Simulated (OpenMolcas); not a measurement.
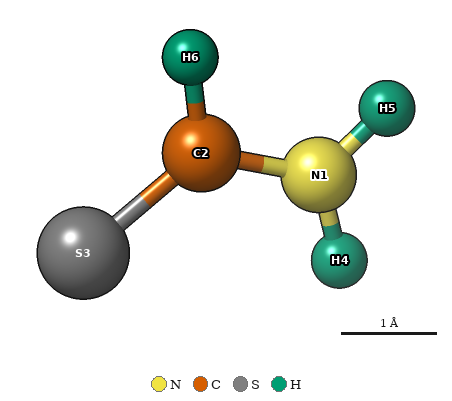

**Figure 1.** The structure as given in the input (ball-and-stick view, seen at a tilt; atoms are numbered from 1 in the order of the input). Bond lengths as drawn: C–H 1.09 Å, C–N 1.33 Å, C–S 1.63 Å and H–N 1.00 to 1.01 Å.

**CH$_{3}$NS (charge +1): single-point calculation (part 1 of 3)**

CH$_{3}$NS, charge +1, multiplicity 2, computed with B3LYP/6-31G*, UKS (OpenMolcas 26.06).

The geometry is that of the parent species in another charge or spin state. The geometry comes from this level: PBE0-D4/def2-TZVP.

The input
```
&GATEWAY
BasLib=$CurrDir
BasisSet
N.6-31Gs....
N1 -0.636300 -0.048520 -0.353380 angstrom
End of Basis
BasisSet
C.6-31Gs....
C2 0.513110 0.141070 0.297200 angstrom
End of Basis
BasisSet
S.6-31Gs....
S3 1.569440 -1.020450 0.735440 angstrom
End of Basis
BasisSet
H.6-31Gs....
H4 -0.905950 -0.983900 -0.612500 angstrom
H5 -1.239950 0.718840 -0.591650 angstrom
H6 0.699650 1.192950 0.524900 angstrom
End of Basis
&SEWARD
GridInput
Grid=UltraFine
End of Grid
&SCF
UHF
Charge=1
Spin=2
KSDFT=B3LYP
Thresholds=1e-10 1e-07 1e-07 1e-05
PrOrbitals=0
```

Machine: 1 thread of Intel Xeon @ 2.50GHz (Skylake/Cascade Lake), 192 GiB of memory available, shared host.

Run as:
```bash
export MOLCAS_MEM=1860
pymolcas run.input > run.log
```

The program's output
```
--- Start Module: gateway ---

                                              &GATEWAY

                       available to each process: 1.9 GB of memory, 1 thread

 Basis Set     1 Label: N.6-31GS....
 Basis set is read from library:.
 basistype.tbl is not found

 Basis Set     2 Label: C.6-31GS....
 Basis set is read from library:.
 basistype.tbl is not found

 Basis Set     3 Label: S.6-31GS....
 Basis set is read from library:.
 basistype.tbl is not found

 Basis Set     4 Label: H.6-31GS....
 Basis set is read from library:.
 basistype.tbl is not found

++    Symmetry information:
      ---------------------

                    Character Table for C1

                             E
                    a        1  x, y, xy, Rz, z, xz, Ry, yz, Rx, I
--

++    Basis set information:
      ----------------------

      Basis set label: N.6-31GS.........

      Electronic valence basis set:
      ------------------
      Associated Effective Charge   7.000000 au
      Associated Actual Charge      7.000000 au
      Nuclear Model: Point charge

      Shell  nPrim  nBasis  Cartesian Spherical Contaminant
         s      10       3        X
         p       4       2        X
         d       1       1                 X

      Basis set label: C.6-31GS.........

      Electronic valence basis set:
      ------------------
      Associated Effective Charge   6.000000 au
      Associated Actual Charge      6.000000 au
      Nuclear Model: Point charge

      Shell  nPrim  nBasis  Cartesian Spherical Contaminant
         s      10       3        X
         p       4       2        X
         d       1       1                 X

      Basis set label: S.6-31GS.........

      Electronic valence basis set:
      ------------------
      Associated Effective Charge  16.000000 au
      Associated Actual Charge     16.000000 au
      Nuclear Model: Point charge

      Shell  nPrim  nBasis  Cartesian Spherical Contaminant
         s      16       4        X
         p      10       3        X
         d       1       1                 X

      Basis set label: H.6-31GS.........

      Electronic valence basis set:
      ------------------
      Associated Effective Charge   1.000000 au
      Associated Actual Charge      1.000000 au
      Nuclear Model: Point charge

      Shell  nPrim  nBasis  Cartesian Spherical Contaminant
         s       4       2        X
--

++    Molecular structure info:
      -------------------------

                    ************************************************
                    **** Cartesian Coordinates / bohr, angstrom ****
                    ************************************************

     Center  Label                x              y              z                     x              y              z
        1      N1              -1.202433      -0.091690      -0.667791             -0.636300      -0.048520      -0.353380
        2      C2               0.969637       0.266584       0.561627              0.513110       0.141070       0.297200
        3      S3               2.965812      -1.928371       1.389780              1.569440      -1.020450       0.735440
        4      H4              -1.711997      -1.859302      -1.157457             -0.905950      -0.983900      -0.612500
        5      H5              -2.343166       1.358411      -1.118056             -1.239950       0.718840      -0.591650
        6      H6               1.322147       2.254349       0.991917              0.699650       1.192950       0.524900

                    ***************************************
                    *    InterNuclear Distances / bohr    *
                    ***************************************

               1 N1            2 C2            3 S3            4 H4            5 H5            6 H6
    1 N1       0.000000
    2 C2       2.521451        0.000000
    3 S3       4.998126        3.080321        0.000000
    4 H4       1.903649        3.829596        5.326827        0.000000
    5 H5       1.899158        3.871445        6.728850        3.279268        0.000000
    6 H6       3.825184        2.064128        4.511660        5.545084        4.323102        0.000000

                    *******************************************
                    *    InterNuclear Distances / angstrom    *
                    *******************************************

               1 N1            2 C2            3 S3            4 H4            5 H5            6 H6
    1 N1       0.000000
    2 C2       1.334295        0.000000
    3 S3       2.644894        1.630036        0.000000
    4 H4       1.007368        2.026535        2.818836        0.000000
    5 H5       1.004991        2.048681        3.560754        1.735314        0.000000
    6 H6       2.024200        1.092289        2.387468        2.934332        2.287687        0.000000

                    **************************************
                    *    Valence Bond Angles / degree    *
                    **************************************
                          Atom centers                 Phi
                      2 C2       1 N1       4 H4       119.21
                      2 C2       1 N1       5 H5       121.64
                      4 H4       1 N1       5 H5       119.16
                      1 N1       2 C2       6 H6       112.68

           ***************************************************************
           *              Valence Dihedral Angles / degree               *
           ***************************************************************
                    Atom centers                       Phi1     Phi2     Theta
           4 H4       1 N1       2 C2       6 H6        119.21   112.68  -180.00
           5 H5       1 N1       2 C2       6 H6        121.64   112.68     0.02
--

            Nuclear Potential Energy             95.09182988 au

--- Stop Module: gateway /rc=_RC_ALL_IS_WELL_ ---

--- Start Module: seward ---

                                              &SEWARD

                       available to each process: 1.9 GB of memory, 1 thread

               SEWARD will generate:
                  Multipole Moment integrals up to order  2
                  Kinetic Energy integrals
                  Nuclear Attraction integrals (point charge)
                  One-Electron Hamiltonian integrals
                  Velocity integrals
                  Orbital angular momentum around (  1.4241  -0.9504   0.6644 )
                  Velocity quadrupole around (  1.4241  -0.9504   0.6644 )
                  Two-Electron Repulsion integrals

                   Integrals are discarded if absolute value <: 1.00E-14
                   Integral cutoff threshold is set to       <: 1.00E-16

            Nuclear Potential Energy             95.09182988 au

      Basis set specifications :
      Symmetry species         a
      Basis functions           52

--- Stop Module: seward /rc=_RC_ALL_IS_WELL_ ---
--- Module seward spent 1 second ---

--- Start Module: scf ---

                                                &SCF

                       available to each process: 1.9 GB of memory, 1 thread

++    Input section:
      --------------

      Header of the integral files:

      Cartesian coordinates in angstrom:
      -----------------------------------------------------
      No.  Label        X            Y            Z
      -----------------------------------------------------
       1   N1        -0.63630000  -0.04852000  -0.35338000
       2   C2         0.51311000   0.14107000   0.29720000
       3   S3         1.56944000  -1.02045000   0.73544000
       4   H4        -0.90595000  -0.98390000  -0.61250000
       5   H5        -1.23995000   0.71884000  -0.59165000
       6   H6         0.69965000   1.19295000   0.52490000
      -----------------------------------------------------
      Nuclear repulsion energy =   95.09182988
--

++    Orbital specifications:
      -----------------------

      Symmetry species               1
                                     a
      Frozen orbitals                0
      Start temperature = 0.500
      End temperature   = 0.010
      Temperature Factor= 0.460
      Deleted orbitals               0
      Total number of orbitals      52
      Number of basis functions     52
--

      Molecular charge                           1.000

      Numerical integration parameters
      --------------------------------
      Radial quadrature type:                         MHL
      Size of radial grid:                            99
      Lebedev angular grid:                           41
      Angular grid pruned with the crowding factor:  1.00E+10
                                 and fading factor:  1.00E+01
      Screening threshold for integral computation:   1.00E-11
      Radial quadrature accuracy:                     1.00E-25
      Maximum batch size:                             128
      AO values are stored on disk
      The same grid will be used for all iterations.

      DFT functional specifications
      -----------------------------
      Using Libxc version: 6.2.2
      Please cite the following reference:
      S. Lehtola, C. Steigemann, M. J.T. Oliveira, and M. A.L. Marques.,  SoftwareX 7, 1–5 (2018) doi:10.1016/j.softx.2017.11.002

      * B3LYP

++    Optimization specifications:
      ----------------------------

      SCF Algorithm: Conventional USCF
      D(i)-D(i-1) density differences are used
      Number of density matrices in core                 5
      Maximum number of NDDO SCF iterations            400
      Maximum number of HF SCF iterations              400
      Threshold for SCF energy change             1.00E-10
      Threshold for density matrix                1.00E-07
      Threshold for Fock matrix                   1.00E-07
      Threshold for linear dependence             1.00E-09
      Threshold at which DIIS is turned on        1.50E-01
      Maximum depth in the DIIS procedure                5
      Maximum depth in the BFGS Hessian update          30
      Threshold at which QNR/C2DIIS is turned on  7.50E-02
      Threshold for Norm(delta) (QNR/C2DIIS)      1.00E-05
      All orbitals punched on: UHFORB
--

      Input vectors read from INPORB
      Orbital file label: *Guess orbitals

++ Convergence information
                               UHF B3LYP      iterations: Energy and convergence statistics

Iter     Tot. B3LYP      One-elec.       Two-elec.     Energy      Max Dij or  Max Fij      DNorm      TNorm      AccCon     Time
         Energy          Energy          Energy        Change      Delta Norm                                                in Sec.
   1  -488.624738767  -879.600080466   295.883511819   0.00E+00    1.93E-01*   3.04E-01*    8.31E+00   1.23E+02   None         2.
   2  -488.196501358  -886.795060697   303.506729460   4.28E-01*   2.22E-01*   1.95E-01*    8.65E+00   1.23E+02   EDIIS        1.
   3  -491.202488319  -887.216251384   300.921933185  -3.01E+00*   3.66E-01*   3.05E-01*    4.31E+00   1.24E+02   EDIIS        1.
   4  -489.635892578  -889.611316985   304.883594528   1.57E+00*   1.72E-01*   1.91E-01*    4.92E+00   1.24E+02   EDIIS        1.
   5  -492.431148106  -888.199285443   300.676307458  -2.80E+00*   7.54E-01*   8.49E-02*    2.88E+00   1.24E+02   EDIIS        1.
   6  -492.140330503  -888.573160672   301.341000289   2.91E-01*   1.70E-01*   6.19E-02*    2.17E+00   1.24E+02   EDIIS        1.
   7  -492.506483149  -888.495500591   300.897187562  -3.66E-01*   2.70E-01*   4.39E-02*    9.75E-01   1.24E+02   EDIIS        1.
   8  -492.496179146  -888.339315248   300.751306223   1.03E-02*   3.47E-02*   2.96E-02*    8.41E-01   1.24E+02   EDIIS        1.
   9  -492.527768573  -888.507153589   300.887555136  -3.16E-02*   3.34E-02*   5.85E-03*    1.15E-01   1.24E+02   EDIIS        1.
  10  -492.527504557  -888.455182957   300.835848521   2.64E-04*   7.80E-03*   2.92E-03*    8.64E-02   1.24E+02   EDIIS        1.

       Fermi aufbau procedure completed!
      nOcc(alpha)=   16
      nOcc(beta) =   15

  11  -492.527985355  -888.462294801   300.842479566  -4.81E-04*   2.78E-03*   9.13E-04*    1.89E-02   1.24E+02   c2DIIS       1.
  12  -492.527995906  -888.485337081   300.865511295  -1.06E-05*   3.73E-03*   2.60E-04*    6.63E-03   1.24E+02   QNRc2DIIS    1.
  13  -492.527996147  -888.467449315   300.847623289  -2.41E-07*   2.32E-03*   3.13E-04*    4.85E-03   1.24E+02   QNRc2DIIS    1.
  14  -492.527997316  -888.471355402   300.851528206  -1.17E-06*   1.21E-03*   1.04E-04*    2.98E-03   1.24E+02   QNRc2DIIS    1.
  15  -492.527997438  -888.478610526   300.858783208  -1.22E-07*   6.55E-04*   6.70E-05*    1.81E-03   1.24E+02   QNRc2DIIS    1.
  16  -492.527997498  -888.475887178   300.856059801  -5.98E-08*   1.55E-04*   3.69E-05*    8.00E-04   1.24E+02   QNRc2DIIS    1.
  17  -492.527997505  -888.475514903   300.855687517  -7.39E-09*   6.42E-05*   4.72E-06*    1.94E-04   1.24E+02   QNRc2DIIS    1.
  18  -492.527997506  -888.475585103   300.855757718  -4.36E-10*   6.19E-05*   2.31E-06*    8.38E-05   1.24E+02   QNRc2DIIS    1.
  19  -492.527997506  -888.475588823   300.855761438  -1.16E-10*   7.45E-06    1.04E-06*    7.77E-05   1.24E+02   QNRc2DIIS    1.
  20  -492.527997506  -888.475585978   300.855758593  -1.44E-11    2.85E-06    1.17E-07*    1.41E-05   1.24E+02   QNRc2DIIS    2.
  21  -492.527997506  -888.475590023   300.855762638  -7.96E-13    7.51E-07    7.21E-08     3.82E-06   1.24E+02   QNRc2DIIS    1.

       Convergence after  21 Iterations
--

 *****************************************************************************************************************************
 *                                             SCF/KS-DFT Program, Final results                                             *
 *                                                       Final Results                                                       *
 *****************************************************************************************************************************

::    Total KS-DFT energy                            -492.5279975061
      One-electron energy                            -888.4755900234
      Two-electron energy                             300.8557626377
      Nuclear repulsion energy                         95.0918298796
      Kinetic energy (interpolated)                   491.2378542232
      Virial theorem                                    1.0026263108
      Total spin, S(S+1)                                0.7545448440
      Total spin, S                                     0.5022698459
      Max non-diagonal density matrix element           0.0000004627
      Max non-diagonal Fock matrix element              0.0000000188

      No orbitals printed
      No orbitals printed

++    Molecular charges:
      ------------------

      Mulliken charges per centre
      ---------------------------

                            N1                      C2                      S3                      H4                      H5                      H6
                     alpha        beta       alpha        beta       alpha        beta       alpha        beta       alpha        beta       alpha        beta
      Total        3.7971      3.7985      2.9935      3.0284      8.2654      7.2777      0.2912      0.2881      0.2845      0.2808      0.3683      0.3264
      Total              7.5956                  6.0220                 15.5431                  0.5793                  0.5654                  0.6946

      Charge           -0.5956                 -0.0220                  0.4569                  0.4207                  0.4346                  0.3054

      Total electronic charge=   31.000000

      Total            charge=    1.000000
--

++    Molecular orbitals:
      -------------------

      Title: Natural orbitals

      Molecular orbitals for symmetry species 1: a

          Orbital            1         2         3         4         5         6         7         8         9        10
          Energy          -89.1552  -14.6279  -10.5351   -8.2238   -6.1900   -6.1907   -6.1826   -0.8068   -1.1166   -0.6268
          Occ. No.          2.0000    2.0000    2.0000    2.0000    2.0000    2.0000    2.0000    2.0000    2.0000    2.0000
```
